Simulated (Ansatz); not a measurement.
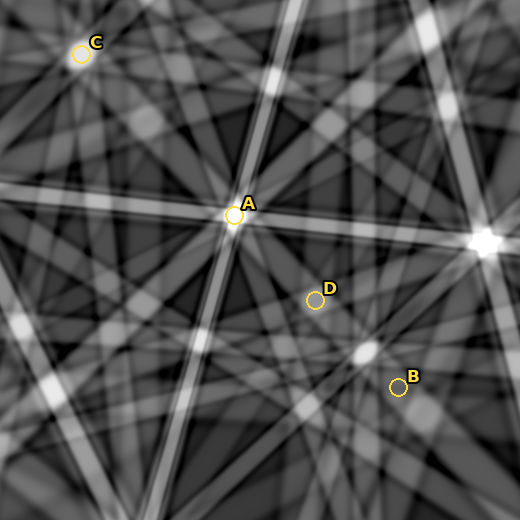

Simulated Kikuchi (electron backscatter) pattern at 15 kV: kinematic bands of width 2θ(Bragg) in gnomonic projection, seen from the camera side; the frame spans ±37° from its centre. Crystal: NbNO₃, space group R-3c (No. 167), a = 5.00 Å, c = 14.79 Å (hexagonal axes). Structure: coordinates from a relaxation with DFT, PAW plane waves, pbe (Ansatz 0.2.0); the starting structure was generated, so it need not be a known form of this composition.

```tsv
atom	site	symmetry	x	y	z
Nb	6b	-3.	0.0000	0.0000	0.0000
N	6a	32	0.0000	0.0000	0.2500
O	18e	.2	0.6409	0.6409	0.2500
```

Pole A is [100] and pole B is [2-30].

Index the poles C and D.

Answer. C is [210], 30.0° from A and 66.6° from B. D is [2-10], 19.1° from A and 17.5° from B.

Which band joins A and B, and how wide is it?

Answer. It comes from the planes common to both zones. The strongest order is 0 0 12 with d = 1.232 Å, so the band is 2θ = 4.6° wide (λ = 0.0994 Å).
